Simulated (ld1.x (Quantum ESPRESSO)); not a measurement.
Input of ld1.x (Quantum ESPRESSO) 7.5:

```
 &input
   title='Sn', zed=50., rel=1, dft='PBE', iswitch=3,
   config='[Kr] 4d10 5s1.5 5p2.5',
   nld=3, rlderiv=1.80, eminld=-12.0, emaxld=5.0, deld=0.04
 /
 &inputp
   pseudotype=2, tm=.false., lloc=2,
   nlcc=.true., rcore=0.60,
   file_pseudopw='Sn.UPF', file_wfcaegen='ae.wfc', file_wfcncgen='nc.wfc', file_beta='beta', file_chi='chi'
 /
3
4S  1  0   2.00   0.00  1.20  1.20  0.0
4P  2  1   6.00   0.00  1.05  1.05  0.0
4D  3  2  10.00   0.00  1.65  1.65  0.0
 &test
   configts(1)='4s2 4p6 4d10 5s1.5 5p2.5'
 /
```

Launched with:
```bash
ld1.x < Sn.in > Sn.out
```

Functional and relativity: PBE, scalar-relativistic.

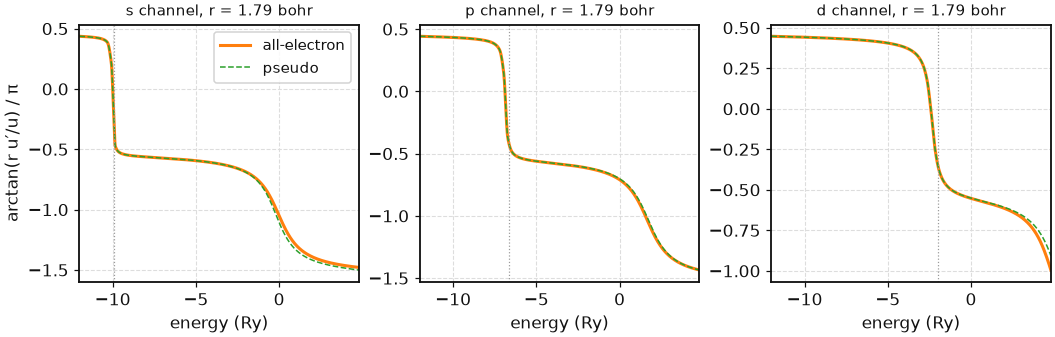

Unwrapped phase arctan(r u′/u) in units of π against energy, all-electron (solid) and pseudo (dashed); the pseudo phase is matched to the all-electron one at the reference energy. Here u = r R(r). The dotted line marks the reference energy of the channel.

Q: How far from the reference energy is each channel transferable, at a tolerance of 0.05 rad?

A: s: up to about -1.0 Ry; p: up to about 0.9 Ry; d: up to about 3.1 Ry.

Q: Where are the poles, the energies at which the radial function vanishes at the test radius? (There the phase passes a half-integer multiple of π.)

A: s: all-electron at -9.8 Ry, pseudo at -9.8 and 4.7 Ry; p: all-electron at -6.4 Ry, pseudo at -6.4 Ry; d: all-electron at -1.2 Ry, pseudo at -1.2 Ry.

Q: Does the potential have spurious states?

A: The plot shows none: the two phases stay within 0.28 rad of each other in all channels drawn. The separate test gives: no ghost state below the valence levels in the s, p, d, f channels.

The potential isn't sound: the pseudo-atom misses its own reference levels by up to 0.37 eV.
